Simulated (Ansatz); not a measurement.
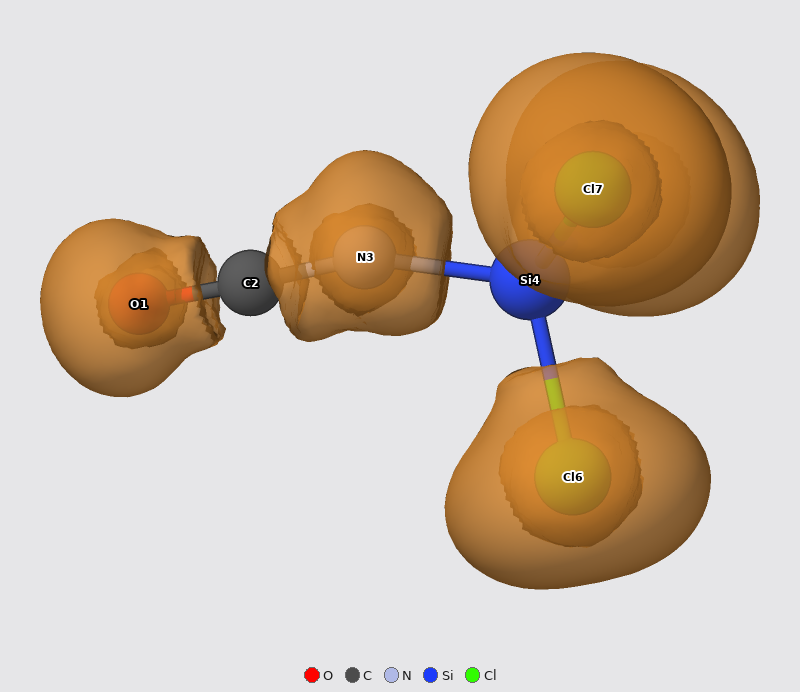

Figure. CCl₃NOSi (SMILES O=C=N[Si](Cl)(Cl)Cl). Isosurface of the electron localisation function at 0.75 (orange), seen at an oblique angle. Only the valence region is drawn (cores and ρ < 0.01 e/Å³ removed).

Geometry: PBE0-D4/def2-TZVP.

Computed with Ansatz, RKS PBE0-D4/def2-TZVPP.

| atom | x (Å) | y (Å) | z (Å) |
| --- | --- | --- | --- |
| O | 0.5530 | 2.4502 | 1.7132 |
| C | 0.2434 | 1.5921 | 0.9990 |
| N | -0.1091 | 0.7335 | 0.2423 |
| Si | -0.1421 | -0.7629 | -0.5181 |
| Cl | -1.6214 | -1.8870 | 0.2784 |
| Cl | 1.6299 | -1.7102 | -0.2730 |
| Cl | -0.4926 | -0.4838 | -2.4876 |

### Describe the localisation domains.

The surface consists of three regions on Cl in which the atom's valence shell and bonds are merged, one region on N in which the atom's valence shell and bonds are merged and one region on O in which the atom's valence shell and bonds are merged.

Values along the shortest contacts:
C–O (1.16 Å): the ELF peaks at about 0.85 between the atoms (a short, multiple covalent bond). C–N (1.20 Å): the ELF peaks at about 0.85 between the atoms; a short, multiple covalent bond.
